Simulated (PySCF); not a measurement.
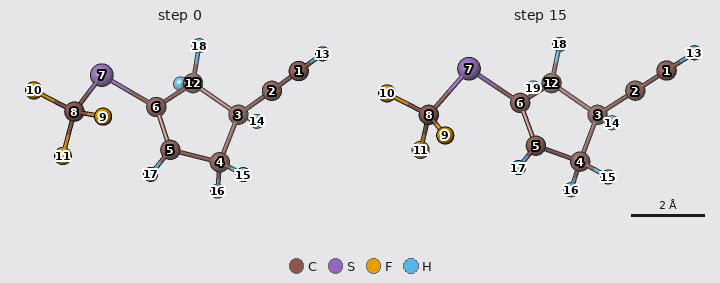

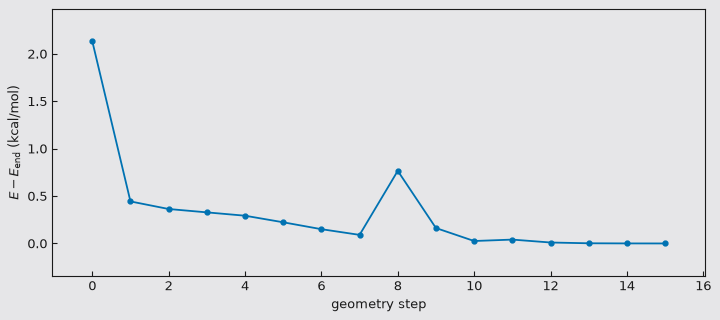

First and last geometry of a relaxation of C₈H₇F₃S, with the history of the run. Style: ball-and-stick. Shown at a tilt.

The start comes from GFN2-xTB.

All numbers below come from PBE0-D3(BJ)/def2-SVP geometry optimisation, gas phase (PySCF). 

### What do the curves and the structures tell?

It converged. The largest move after the best rigid fit is that of F9, 0.73 Å. Largest moves by element: F 0.73 Å, S 0.56 Å, H 0.55 Å, C 0.38 Å. Near-neighbour distances that change, for instance: C1–H13 1.049 → 1.074 Å, C5–H17 1.074 → 1.090 Å, C5–C6 1.324 → 1.340 Å, C1–C2 1.196 → 1.211 Å. Bond angles that change, for instance: C4–C5–H17 121.0° → 123.3°, C6–C5–H17 127.9° → 125.7°, S7–C8–F10 109.3° → 107.2°. Groups turn about C6–S7 by about 35°. The energy falls by 2.13 kcal/mol in 15 geometry steps.
